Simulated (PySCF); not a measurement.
Vertical excitations of a molecule C3H9Ge, multiplicity 2 from PySCF 2.14.0 with TDA-PBE/def2-SVPD, as energy in eV (oscillator strength): 3.66 (0.003), 4.12 (0.040), 4.49 (0.008), 4.74 (0.014), 4.86 (0.004), 4.89 (0.009), 5.29 (0.022), 5.62 (0.002), 5.67 (0.004), 5.77 (0.075). The structure is a stationary point at ωB97X-D3(BJ)/def2-SVP. Other conformers were not sampled.

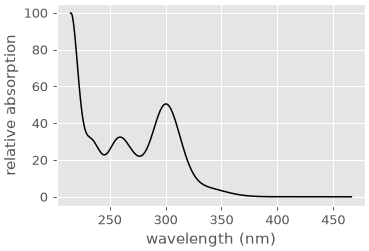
Fig. 1. The lines broadened by 0.4 eV.

Question: Identify the compound among the candidates.
A) [CH3][Ge]([CH3])[CH3]
B) C[CH][CH2][GeH3]
C) C[C](C)[GeH3]

Answer: B, C[CH][CH2][GeH3]
